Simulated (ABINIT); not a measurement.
# Quasiparticle gap of BaZrSe3 (P1) in ABINIT, part 3 of 3

How does a plane-wave GW calculation on BaZrSe3 (P1) run from the first input to the gap?

ABINIT 10.8.3; PBEsol and many-body steps on it, plane waves. Known limits of the many-body steps: not at the basis limit; no spin-orbit coupling; coarse k mesh.

So far. Step 4 (Empty states on the mesh, 2×2×2 mesh, 118 bands): On this mesh the gap is 0.158 eV. Step 5 (Screening, 2×2×2 mesh, 108 bands, screening to 87.1 eV): Local fields lower ε∞ by 22 %. On a Γ-centred mesh this coarse the value itself is usually too large, while a short band sum pulls it down.

## (6) Self-energy, 2×2×2 mesh, 108 bands, screening to 87.1 eV

The self-energy is evaluated for the states that the input lists, and the levels follow from it, in one-shot runs by the linearised quasiparticle equation.

This step: G0W0 on PBEsol, plane waves, norm-conserving pseudopotentials.

Input file run.abi:

```
acell 3*1.0 Angstrom
rprim 
  5.287383000000 -0.000000000000 -0.000000000000
  0.003576000000 5.296392000000 -0.000000000000
  0.007950000000 0.010054000000 5.309462000000
ntypat 3
znucl 56 40 34
natom 5
typat 1 2 3 3 3
xred 
  0.998643000000 0.998478000000 0.998673000000
  0.476578000000 0.490069000000 0.476727000000
  0.488317000000 0.998506000000 0.502693000000
  0.983845000000 0.511636000000 0.518540000000
  0.492614000000 0.501310000000 0.993370000000
pp_dirpath "pseudos"
pseudos "Ba.upf, Zr.upf, Se.upf"
ecut 48
ngkpt 2 2 2
nshiftk 1
shiftk 0 0 0
kptopt 1
chksymbreak 0
istwfk *1
occopt 1
irdwfk 1
optdriver 4
nband 108
gwcalctyp 0
ecutsigx 48
symsigma 1
nkptgw 2
kptgw 
  0.5000000000 0.5000000000 0.5000000000
  0.0000000000 0.0000000000 0.0000000000
bdgw 
  46 49
  46 49
ecuteps 3.2
irdscr 1
ppmodel 1
indata_prefix "in"
outdata_prefix "out"
tmpdata_prefix "tmp"
```

Launch:

```bash
$ OMP_NUM_THREADS=1 mpirun -n 8 abinit run.abi > log
```

Numbers of over 12 decimals in the logs are rounded to 6 here.

The log of the run:

```text
.Version 10.8.3 of ABINIT. v10.8.2 released Aug 2026.

 Symmetries : space group P1 (#  1); Bravais aP (primitive triclinic)
[... echo of the input left out ...]
== DATASET  1 ==================================================================
-   mpi_nproc: 8, omp_nthreads: 1 (-1 if OMP is not activated)

--- !DatasetInfo
iteration_state: {dtset: 1, }
dimensions: {natom: 5, nkpt: 8, mband: 108, nsppol: 1, nspinor: 1, nspden: 1, mpw: 15990, }
cutoff_energies: {ecut:  48.0, pawecutdg:  -1.0, }
electrons: {nelect:   9.40000000E+01, charge:   0.00000000E+00, occopt:   1.00000000E+00, tsmear:   1.00000000E-02, }

 SIGMA: Calculation of the GW corrections

 Based on a program developped by R.W. Godby, V. Olevano, G. Onida, and L. Reining.
 Incorporated in ABINIT by V. Olevano, G.-M. Rignanese, and M. Torrent.
.Using double precision arithmetic ; gwpc =  8

[... cell and pseudopotentials left out ...]
--------------------------------------------------------------------------------

 ==== K-mesh for the wavefunctions ====
 Number of points in the irreducible wedge :     8
[... list of points left out ...]
 Together with  1 symmetry operations and time-reversal symmetry
 yields     8 points in the full Brillouin Zone.

 ==== Q-mesh for screening function ====
 Number of points in the irreducible wedge :     8
[... list of points left out ...]
 Together with  1 symmetry operations and time-reversal symmetry
 yields     8 points in the full Brillouin Zone.

 vcoul_init : cutoff-mode = AUXILIARY_FUNCTION
 q-points for optical limit:   1
     1)      0.000010    0.000020    0.000030
 setmesh: FFT mesh size selected  =    64x   64x   64
          total number of points  =       262144

 Number of electrons calculated from density =   94.0000; Expected =   94.0000
 average of density, n =  0.093683
 r_s =    1.3659
 omega_plasma =   29.5247 [eV]

 === KS Band Gaps ===
  >>>> For spin  1
   Minimum direct gap =   0.6966 [eV], located at k-point      :   0.0000  0.0000  0.0000
   Fundamental gap    =   0.1584 [eV], Top of valence bands at :   0.5000  0.5000  0.5000
                                       Bottom of conduction at :   0.0000  0.0000  0.0000
 SIGMA fundamental parameters:
 PLASMON POLE MODEL  1
 number of plane-waves for SigmaX                15905
 number of plane-waves for SigmaC and W            257
 number of plane-waves for wavefunctions         15905
 number of bands                                   108
 number of independent spin polarizations            1
 number of spinorial components                      1
 number of k-points in IBZ                           8
 number of q-points in IBZ                           8
 number of symmetry operations                       1
 number of k-points in BZ                            8
 number of q-points in BZ                            8
 number of frequencies for dSigma/dE                 9
 frequency step for dSigma/dE [eV]                0.25
 number of omega for Sigma on real axis              0
 max omega for Sigma on real axis  [eV]           0.00
 zcut for avoiding poles [eV]                     0.10

 EPSILON^-1 parameters (SCR file):
 dimension of the eps^-1 matrix on file            257
 dimension of the eps^-1 matrix used               257
 number of plane-waves for wavefunctions         15905
 number of bands                                   108
 number of q-points in IBZ                           8
 number of frequencies                               2
 number of real frequencies                          1
 number of imag frequencies                          1

 matrix elements of self-energy operator (all in [eV])

 Perturbative Calculation

--- !SelfEnergy_ee
iteration_state: {dtset: 1, }
kpoint     : [   0.500,    0.500,    0.500, ]
spin       : 1
KS_gap     :    2.344
QP_gap     :    3.043
Delta_QP_KS:    0.700
data: !SigmaeeData |
     Band     E0 <VxcDFT>   SigX SigC(E0)      Z dSigC/dE  Sig(E)    E-E0       E
       46   5.756 -14.219 -16.183   2.588   0.788  -0.268 -13.727   0.493   6.248
       47   5.789 -14.233 -16.206   2.611   0.788  -0.269 -13.730   0.503   6.292
       48   8.133 -12.915  -7.318  -4.062   0.784  -0.276 -11.712   1.203   9.336
       49   8.323 -13.701  -7.754  -4.260   0.779  -0.283 -12.386   1.315   9.638

--- !SelfEnergy_ee
iteration_state: {dtset: 1, }
kpoint     : [   0.000,    0.000,    0.000, ]
spin       : 1
KS_gap     :    0.697
QP_gap     :    1.337
Delta_QP_KS:    0.640
data: !SigmaeeData |
     Band     E0 <VxcDFT>   SigX SigC(E0)      Z dSigC/dE  Sig(E)    E-E0       E
       46   5.183 -14.370 -16.291   2.550   0.790  -0.266 -13.873   0.497   5.680
       47   5.251 -14.565 -16.645   2.687   0.791  -0.265 -14.085   0.480   5.731
       48   5.948 -12.641  -7.808  -3.419   0.792  -0.263 -11.521   1.120   7.067
       49   6.078 -12.779  -8.179  -3.207   0.792  -0.262 -11.675   1.104   7.182

== END DATASET(S) ==============================================================
================================================================================

 -outvars: echo values of variables after computation  --------
           etotal      0.0000000000E+00
            nband         108
             nkpt           8
          spgroup           1
 [... the other variables as echoed above ...]

 Calculation completed.
```

The job ended after 8.5 s (8 MPI ranks of Intel Xeon Platinum 8488C (Sapphire Rapids), shared host; peak memory 2.7 GiB; 65 s of CPU time).

Numbers from this step:

- G0W0 gap on the points computed: 0.7750 eV
- starting gap on the mesh: 0.1584 eV
- k of the valence top: 0.5, 0.5, 0.5
- k of the conduction bottom: 0, 0, 0
- Z at the valence top: 0.788
- Z at the conduction bottom: 0.792
- least direct G0W0 gap on the computed points: 1.336 eV

The gap on the mesh goes from 0.16 eV to 0.78 eV, a correction of +0.62 eV.

Limits: finite bands, cutoff and mesh; model gap, bands may invert with spin-orbit coupling; no spin-orbit coupling; coarse k mesh. v1 is the top filled band, c1 the lowest empty one. The levels before and after the correction (eV, zero at the valence-band top of each column):

```tsv
	conduction bottom	valence top
Kohn-Sham	0.16	0.00
G0W0	0.78	0.00
```

```tsv
	level	energy (eV)
Kohn-Sham	(0.5 0.5 0.5) v2	-0.033
Kohn-Sham	(0.5 0.5 0.5) v1	0.000
Kohn-Sham	(0.5 0.5 0.5) c1	2.343
Kohn-Sham	(0.5 0.5 0.5) c2	2.534
Kohn-Sham	Γ v2	-0.607
Kohn-Sham	Γ v1	-0.538
Kohn-Sham	Γ c1	0.158
Kohn-Sham	Γ c2	0.288
G0W0	(0.5 0.5 0.5) v2	-0.044
G0W0	(0.5 0.5 0.5) v1	0.000
G0W0	(0.5 0.5 0.5) c1	3.044
G0W0	(0.5 0.5 0.5) c2	3.346
G0W0	Γ v2	-0.612
G0W0	Γ v1	-0.561
G0W0	Γ c1	0.775
G0W0	Γ c2	0.890
```

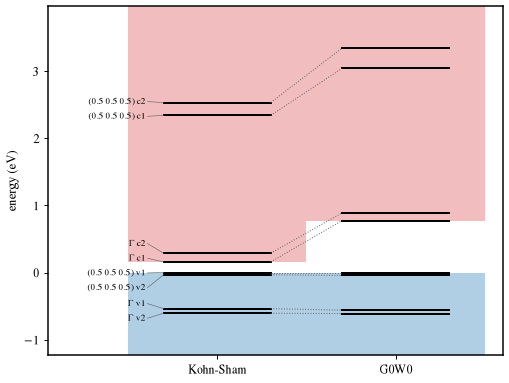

Levels before and after the correction. Shaded: valence and conduction bands.

## (7) Where the time went

Times are wall times on 8 MPI ranks of Intel Xeon Platinum 8488C (Sapphire Rapids), shared host, good to a factor of about two.

```tsv
step	time	share	memory (GiB)
ground state	6.3 min	49 %	1.6
bands along the symmetry lines	3.8 min	30 %	1.6
empty states on the mesh	74 s	10 %	1.1
screening	76 s	10 %	5.3
self-energy	8.5 s	1 %	2.7
```

## (8) What came out

- PBEsol gap: 0.16 eV, indirect
- G0W0 gap on the mesh: 0.78 eV
- GW settings: 2×2×2 mesh, 108 bands, screening to 87.1 eV, Godby-Needs plasmon pole
- known limits: not at the basis limit; no spin-orbit coupling; coarse k mesh

In words: G0W0 moves the gap on the mesh from 0.16 eV to 0.78 eV (+0.62 eV), with Z of 0.79 and 0.79 at the edges. Local fields lower the RPA ε∞ on this mesh from 31.13 to 24.36; a Γ-centred mesh this coarse tends to raise both, most where the direct gap is narrow, while a short band sum lowers them. Only 2 of the mesh's irreducible points were corrected, so a valley elsewhere could overtake. The dearest step here is «ground state». Bands and cutoff are finite, so the gap is not at the basis limit. The miss can reach some tenths of an eV and take either sign; the mesh is an error of its own. In the G0W0 run levels were corrected at 2 k points alone, so a gap called «on the mesh» is the least over those, and an edge elsewhere would be missed. The 2×2×2 mesh is coarse for this cell, which bears on the long-range parts of exchange and screening. The many-body steps are scalar-relativistic: spin-orbit coupling is not in them.

[Paths, hosts, dates, memory and timing lines, banners, echoed tables and standing remarks are left out of the program output.]

[Logs are printed without paths, hosts, clocks, repeated set-up lines and the standing remarks that a program may print on its own settings, such as how far it seeks lower states.]

[Runs of the session that timed out or met a known fault of the program may be left out.]

[Hosts, paths, dates, database ids (printed as entryN), source tags and the programs' standing remarks are cut or masked in the printed files.]

[G0W0 gaps are taken among the corrected bands and points alone; a level outside them can change the order at an edge.]

[Where Ansatz stands beside ABINIT at settings called matched, ABINIT's density can come from a denser mesh and the files from another edition; pairs whose starting gaps differed by over 0.03 eV were left out, so agreement reads better than it is.]
